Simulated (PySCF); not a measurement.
**Cl₄Ti, SMILES `Cl[Ti](Cl)(Cl)Cl`: what the electrons do**

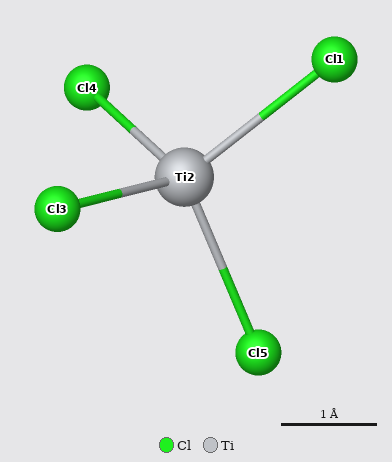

The molecule, with its atoms numbered as below. No frequency check shows the geometry to be a minimum.

Geometry (Å), atoms numbered from 1:

```
Cl1      1.4557    0.9233    1.2188
Ti2      0.0000    0.0000    0.0000
Cl3     -1.4557   -0.9233    1.2188
Cl4     -0.9233    1.4556   -1.2188
Cl5      0.9233   -1.4556   -1.2188
```

### 1. Bonding charge

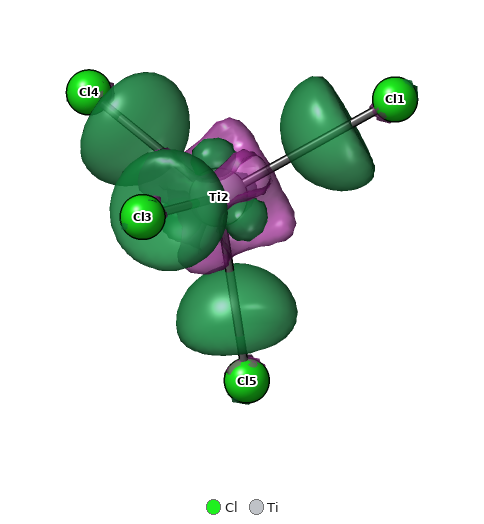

Deformation density (molecule less spherical, spin-averaged free atoms at the same positions), surfaces at ±0.09 e/Å³; green: gain, purple: loss.

PySCF calculation, PBE0/def2-TZVP, gas phase; geometry: GFN2-xTB. This is a single-reference result, which may miss multireference character in this system.

Q: How much density has each bond gained at its critical point, relative to the free atoms?

A: Cl1–Ti2, Ti2–Cl3, Ti2–Cl4 and Ti2–Cl5: +0.17 e/Å³ at the bond critical point (bond length 2.11 Å, Mayer order 1.2). In all, 1.0 electrons gather in the regions of gain relative to the promolecule.

Q: Where do the Hirshfeld charges lie?

A: The highest Hirshfeld charge is on Ti2 (+0.41 e), the lowest on Cl1, Cl3, Cl4 and Cl5 (−0.10 e).

```csv
atom,charge (e)
Cl1,−0.10
Ti2,+0.41
Cl3,−0.10
Cl4,−0.10
Cl5,−0.10
```

### 2. Bond critical points

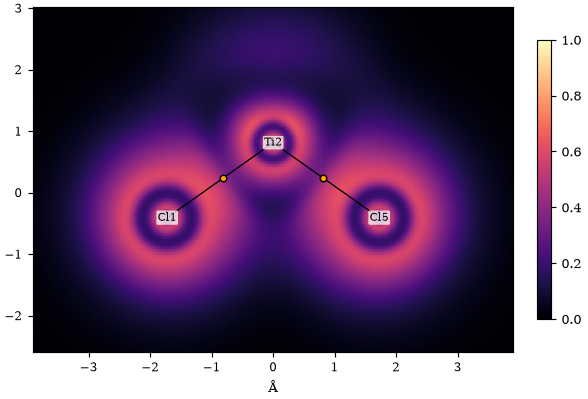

Localised orbital locator (LOL) in the plane of Cl1, Ti2 and Cl5, with bond paths and bond critical points (dots).

Q: What values does LOL take at the bond critical points in this plane?

A: Cl1–Ti2 and Ti2–Cl5: about 0.41. Values above 0.5 mark slow, localised electrons, as in shared pairs; low values at a critical point mark a polar or closed-shell contact whose critical point lies between the shells.

### 3. Local ionisation energy

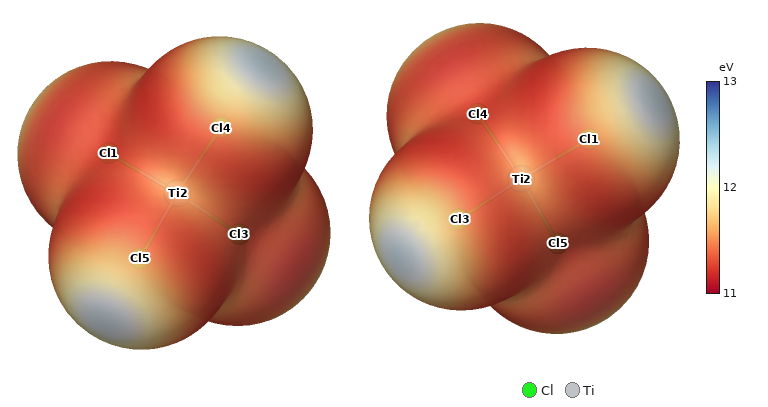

Average local ionisation energy on the surface of electron density 0.001 a.u. (back view left, front view right).

Q: Locate the minima of the map.

A: The lowest value is 11.2 eV, 2.1 Å from Cl4, and at like points elsewhere. For comparison, the highest occupied orbital lies at −9.6 eV.

Q: What volume does the surface enclose, and what is the dipole moment?

A: About 146 Å³; the dipole moment is 0.0 D.

### 4. In an electric field

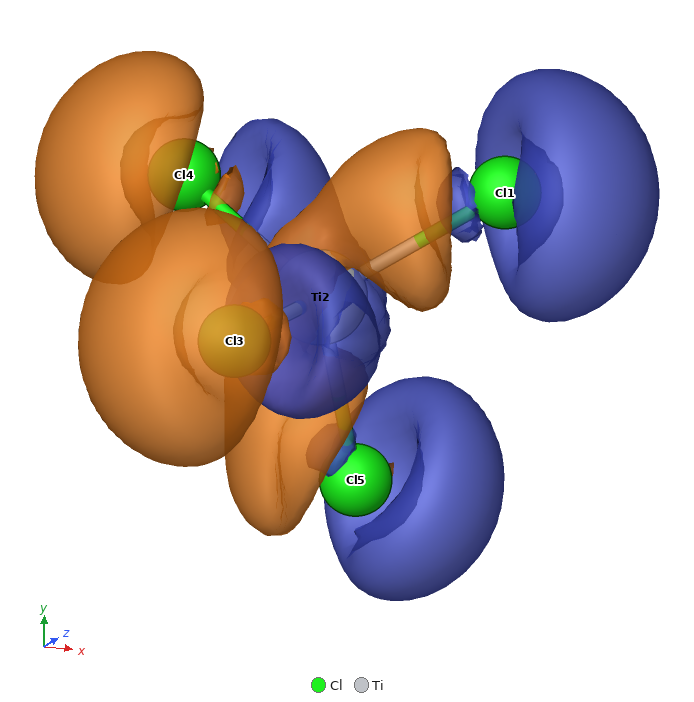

Change of the electron density in a uniform field of 0.21 V/Å, surfaces at ±0.0015 e/Å³ (orange: gain, blue: loss).

Computed with PySCF, PBE0/def2-TZVP, geometry: GFN2-xTB. This is a single-reference result, which may miss multireference character in this system. A basis without diffuse functions makes polarisabilities too small.

Q: Along which Cartesian direction does the field point?

A: Along +x: electrons gather on the −x side, against the field.

Q: What dipole is induced, and what polarisability does it imply?

A: The induced dipole is 0.84 D (along the field); α along this axis, from the fields in both directions, is 83 bohr³ (12.3 Å³).

Q: Which atoms gain and lose the most charge?

A: Electrons gather most on Cl3 (Hirshfeld charge changes by −0.020 e) and leave Cl1 most (+0.021 e); 0.065 electrons are displaced in all.

The PySCF runs shown took 21 s and 50 s on 1 thread of Intel(R) Xeon(R) Platinum 8259CL CPU @ 2.50GHz (Skylake/Cascade Lake) (shared host).
